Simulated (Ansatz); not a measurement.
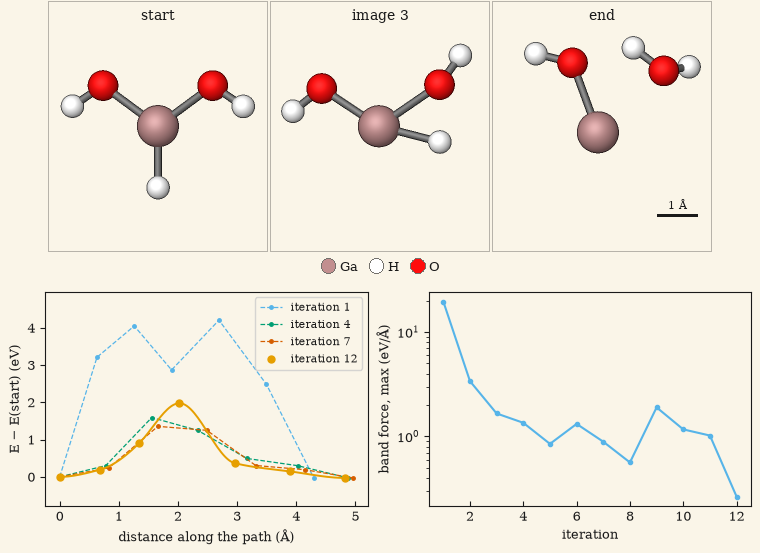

A search for the minimum-energy path of GaH$_{3}$O$_{2}$ by the nudged elastic band. Images are numbered from 0 (start) to 6 (end). The plot follows the band through its iterations. Style: ball-and-stick. Shown at a tilt.

Computed with RKS PBE-D4/def2-SVP (Ansatz 0.2.0).

Input
```yaml
crystal:
  periodic: [false, false, false]
  atoms:
    - { symbol: Ga, position_ang: [0.250633, -0.286969, 0.310844] }
    - { symbol: H, position_ang: [0.067433, -0.206423, 1.86739] }
    - { symbol: O, position_ang: [1.832033, -0.367964, -0.540352] }
    - { symbol: H, position_ang: [2.580736, -0.356665, 0.082739] }
    - { symbol: O, position_ang: [-1.085164, -0.311586, -0.891115] }
    - { symbol: H, position_ang: [-1.961272, -0.268994, -0.467506] }
basis:
  gaussian: { orbitals: def2-SVP }
hamiltonian:
  xc: pbe
  dispersion: d4
neb:
  order_check: false
  images: 5
  f_tol: 0.5
  max_iterations: 60
  final_atoms:
    - { symbol: Ga, position_ang: [-0.26838759, 1.18291071, 0.25075296] }
    - { symbol: H, position_ang: [1.6418694, -0.67151448, 1.32478147] }
    - { symbol: O, position_ang: [1.57426793, -0.27980676, 0.43253922] }
    - { symbol: H, position_ang: [0.89194844, -0.84272145, -0.04649367] }
    - { symbol: O, position_ang: [-0.6885157, -0.50553213, -0.52143112] }
    - { symbol: H, position_ang: [-1.46678348, -0.68193689, -1.07814887] }
  initial_path:
    images:
      - { positions_ang: [[0.250633, -0.286969, 0.310844], [0.067433, -0.206423, 1.86739], [1.832033, -0.367964, -0.540352], [2.580736, -0.356665, 0.082739], [-1.085164, -0.311586, -0.891115], [-1.961272, -0.268994, -0.467506]] }
      - { positions_ang: [[0.1635721, -0.19291991, 0.22009057], [0.40161971, -0.18622955, 1.72271697], [1.87112773, -0.23862076, -0.23277802], [2.48102478, -0.53552935, 0.09104095], [-1.24461437, -0.1895577, -0.87722867], [-1.98833096, -0.45574372, -0.5618418]] }
      - { positions_ang: [[0.0765112, -0.09887082, 0.12933714], [0.73580643, -0.1660361, 1.57804393], [1.91022246, -0.10927752, 0.07479596], [2.38131356, -0.71439371, 0.0993429], [-1.40406474, -0.0675294, -0.86334234], [-2.01538992, -0.64249345, -0.65617759]] }
      - { positions_ang: [[-0.0105497, -0.00482173, 0.03858371], [1.06999314, -0.14584265, 1.4333709], [1.94931719, 0.02006572, 0.38236993], [2.28160234, -0.89325806, 0.10764485], [-1.5635151, 0.05449889, -0.84945601], [-2.04244887, -0.82924317, -0.75051339]] }
      - { positions_ang: [[-0.09649566, 0.39108908, 0.10930679], [1.26061856, -0.3210666, 1.39717442], [1.82430077, -0.07989177, 0.39909303], [1.81838437, -0.87641253, 0.05626535], [-1.27184864, -0.13217811, -0.74011438], [-1.85056041, -0.78014107, -0.85972521]] }
      - { positions_ang: [[-0.18244162, 0.7869999, 0.18002988], [1.45124398, -0.49629054, 1.36097795], [1.69928435, -0.17984926, 0.41581612], [1.35516641, -0.85956699, 0.00488584], [-0.98018217, -0.31885512, -0.63077275], [-1.65867194, -0.73103898, -0.96893704]] }
      - { positions_ang: [[-0.26838759, 1.18291071, 0.25075296], [1.6418694, -0.67151448, 1.32478147], [1.57426793, -0.27980676, 0.43253922], [0.89194844, -0.84272145, -0.04649367], [-0.6885157, -0.50553213, -0.52143112], [-1.46678348, -0.68193689, -1.07814887]] }
```

Command:
```bash
ansatz run input.yaml --threads 1 --pin off --max-ram 2048MiB --backend cpu --events-out ev --progress --plain --runs-dir out
```

**Judge this run.**

The run met only a loose threshold, so the barrier can't be trusted yet. The band converged in 12 iterations. The largest component of the band force went from 20 to 0.27 eV/Å. The climbing image converged on the top of the path. Its curvatures weren't checked. The force threshold is so loose that the height of the top is at best an upper bound. The first iteration put the highest image at 4.21 eV. Forward barrier 1.98 eV, backward barrier 2.01 eV, with image 3 at the top; the reaction energy is −0.03 eV.

Cost: 52 s on 1 thread of Intel(R) Xeon(R) 6975P-C (Granite Rapids), on a shared host, peak memory 0.15 GiB.
